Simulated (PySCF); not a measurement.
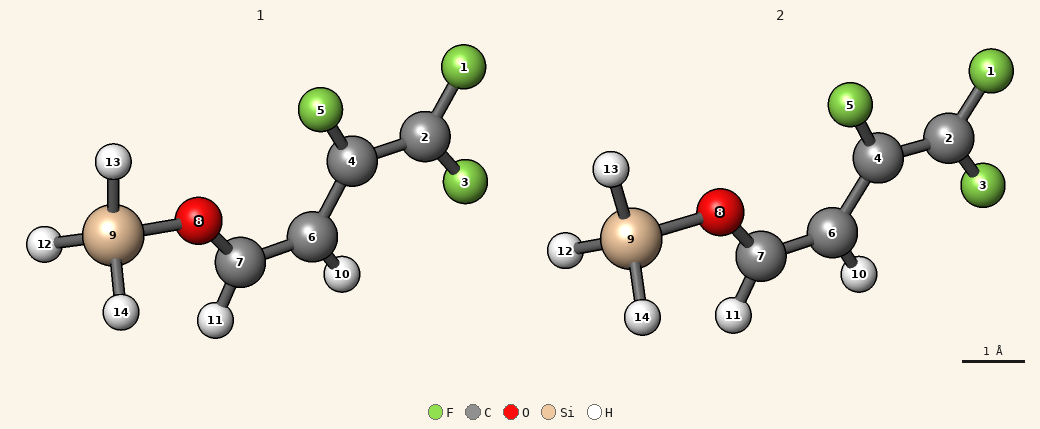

Two geometries of C4H5F3OSi, drawn at one scale. One is the start of a relaxation, the other its converged end. Style: ball-and-stick. Shown at a tilt.

Method: PySCF 2.14.0, density-fitted response routines, PBE0-D3(BJ)/def2-SVP geometry optimisation, gas phase. 

**Which of the two is the end point?**

Structure 2 is the relaxed one. The start comes from GFN2-xTB. Its atoms were then displaced at random by about 0.01 Å. The atom that moves furthest after the best rigid fit is H13 (0.40 Å). By element the largest moves are H 0.40 Å, F 0.18 Å, O 0.16 Å, C 0.11 Å, Si 0.06 Å. Some distances before and after: Si9–H13 1.422 → 1.483 Å, O8–Si9 1.624 → 1.682 Å, C2–C4 1.377 → 1.343 Å, C2–F3 1.344 → 1.313 Å. Bond angles that change, for instance: C7–O8–Si9 135.4° → 126.4°, O8–Si9–H13 98.9° → 105.7°, H12–Si9–H13 116.0° → 111.2°. Over 14 geometry steps the energy falls by 6.69 kcal/mol. Cost: 4.8 min on 1 thread of Arm Neoverse N1 (shared host).
